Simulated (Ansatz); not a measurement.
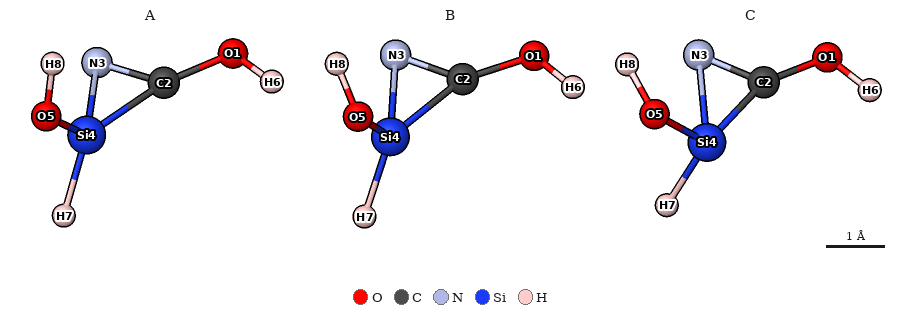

3 geometries from one relaxation of CH₃NO₂Si, in shuffled order. Style: ball-and-stick. Shown at a tilt.

The run prepares an end point of a later path (torsion) calculation, from a guessed geometry.

Level of theory: RKS PBE-D4/def2-SVP in Ansatz 0.2.0. (no spin polarisation; force threshold 0.015 eV/Å; at most 40 steps)

### Order the frames from highest to lowest energy.

C, B, A. They are steps 0, 2, 12, at +1.072 eV, +0.150 eV relative to the last. The atom that moves furthest after the best rigid fit is H8 (0.66 Å). By element the largest moves are H 0.66 Å, N 0.47 Å, Si 0.46 Å, O 0.17 Å, C 0.16 Å. Among the contacts that change: C2–Si4 1.695 → 1.797 Å, N3–Si4 1.877 → 1.796 Å, C2–N3 1.237 → 1.304 Å, O1–C2 1.292 → 1.342 Å. Among the angles between lasting bonds that change: N3–Si4–O5 100.1° → 122.2°, N3–Si4–H7 105.7° → 122.2°, N3–C2–Si4 77.9° → 68.7°. Over 10 accepted moves (12 points after the start) the energy falls by 1.072 eV. The largest force component goes from 3.3 to 0.011 eV/Å. The line search rejected the trial steps at points 6, 10 of the run. Cost: 48 s on 1 thread of Intel(R) Xeon(R) Processor @ 2.70GHz (shared host), peak memory 0.16 GiB.
